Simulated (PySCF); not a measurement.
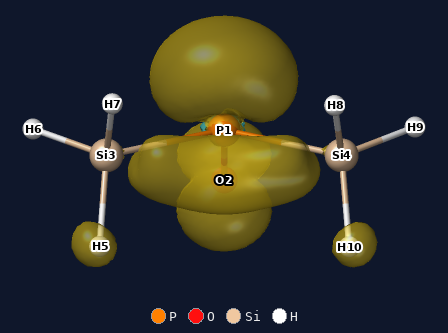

*H$_{6}$OPSi$_{2}$ (SMILES O=[P]([SiH3])[SiH3]) (doublet). Isosurfaces of the spin density at +0.02 (yellow) and −0.02 e/Å³ (cyan), seen from one side.*

Geometry: PBE0-D3(BJ)/def2-SVP.

These are results of UKS B3LYP, IGLO-III on O P Si, pcH-1 on H, non-relativistic, mean-field spin-orbit, GIAO in PySCF 2.14.0, density-fitted response routines, not measurements.

```xyz
10

P     0.3875    0.5785   -0.8470
O     1.6011    0.1962   -1.7026
Si   -1.2728   -0.9662   -0.9951
Si    0.9655    0.9352    1.3213
H    -0.7957   -2.3029   -0.5311
H    -1.6867   -1.0353   -2.4243
H    -2.4017   -0.4969   -0.1371
H    -0.2816    1.2737    2.0706
H     1.9235    2.0756    1.3439
H     1.6025   -0.2834    1.9030
```

**Where is the unpaired spin?**

The unpaired spin (1 electron) lies mostly on P1 (about 0.5), O2 (about 0.3), Si3 (about 0.1) and Si4 (about 0.1), in electrons by Hirshfeld's partition.
